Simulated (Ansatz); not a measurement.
# SiH3+ (singlet): wave-function methods side by side at distance Si1–H3 = 1.321 Å, cc-pVDZ

How much of the correlation energy of SiH3+ (singlet) does each wave-function method recover here?

Method: cc-pVDZ, core rule «outside noble gas», up to 5 orbitals frozen; program: Ansatz 0.2.0, Gaussian basis.

To be run: UHF; CCSD(T) on RHF; BCCD(T) on RHF; CISD; CCSDT(Q) on RHF; CCSDTQ on RHF; CASSCF and MRCISD+Q, 2 electrons in 2 orbitals; CASSCF and NEVPT2, 2 electrons in 2 orbitals; Full CI.

26 further runs of the same task are left out: 6 for a known fault of the program, 1 for a mislabelled method, 15 that didn't finish, 4 set aside as unsound or not needed.

## 1. The system

The geometry derives from a PBE0/def2-TZVP stationary point (not a proven minimum). One bond is set to the value named and the two fragments are kept rigid.

4 atoms, charge 1, spin multiplicity 1.

Atoms are counted from 1 here; the program's logs count them from 0.

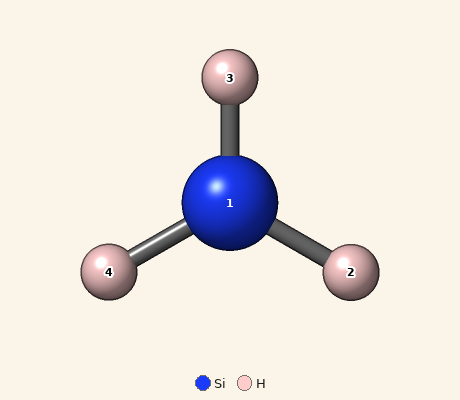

The geometry (silicon blue, hydrogen pink); atoms are numbered from 1 in the order of the file.

## 2. UHF

Input file in.yaml:

```yaml
crystal:
  periodic: [false, false, false]
  atoms:
    - {symbol: Si, position_ang: [-0.002487, 0.004213, -0.000010]}
    - {symbol: H, position_ang: [1.469456, 0.018438, -0.000106]}
    - {symbol: H, position_ang: [-0.674012, 1.141794, -0.002617]}
    - {symbol: H, position_ang: [-0.726139, -1.277636, 0.002991]}
basis:
  gaussian: {orbitals: cc-pVDZ}
total_charge: 1
magnetization: {spin_polarized: true, initial_magnetization: 0}
hamiltonian: {xc: hf}
output: {orbitals: {seedname: orbitals}}
```

The run is started by

```bash
> ansatz run in.yaml --threads 1 --pin off --events-out ev --progress --plain --max-ram 2393MiB
```

After this run come: CCSD(T) on RHF; BCCD(T) on RHF; CISD; CCSDT(Q) on RHF; CCSDTQ on RHF; CASSCF and MRCISD+Q, 2 electrons in 2 orbitals; CASSCF and NEVPT2, 2 electrons in 2 orbitals; Full CI.

Before running them: what should the planned runs give, taken together? Wanted: FCI below the RHF energy; RMP2 from FCI; RCCSD from FCI; RCCSD(T) from FCI; RCCSDT(Q) from FCI; NEVPT2 pair from FCI; MRCISD+Q pair from FCI; T1 diagnostic; effectively unpaired electrons.

As calculated:

| quantity | value |
| --- | --- |
| FCI below the RHF energy | -2.9836 eV |
| RMP2 from FCI | +16.58 kcal/mol |
| RCCSD from FCI | +1.19 kcal/mol |
| RCCSD(T) from FCI | +0.29 kcal/mol |
| RCCSDT(Q) from FCI | +0.01 kcal/mol |
| NEVPT2 pair from FCI | +16.44 kcal/mol |
| MRCISD+Q pair from FCI | -0.45 kcal/mol |
| levels within 1 kcal/mol (43 meV) | RCCSD(T), BCCD(T), RCCSDT, RCCSDT(Q), RCCSDTQ, MRCISD+Q pair |
| T1 diagnostic | 0.008 |
| effectively unpaired electrons | 0.03 |

In words: RCCSD(T) lands +0.29 kcal/mol from the yardstick (0.4 % of the correlation energy). MRCISD+Q pair falls below full CI: the +Q correction isn't variational, and the cores differ from full CI's. One determinant dominates. Of the multireference levels listed MRCISD+Q pair comes nearest in total energy (-0.45 kcal/mol), which doesn't show that its space is the better one. These misses are within one basis, not against nature.
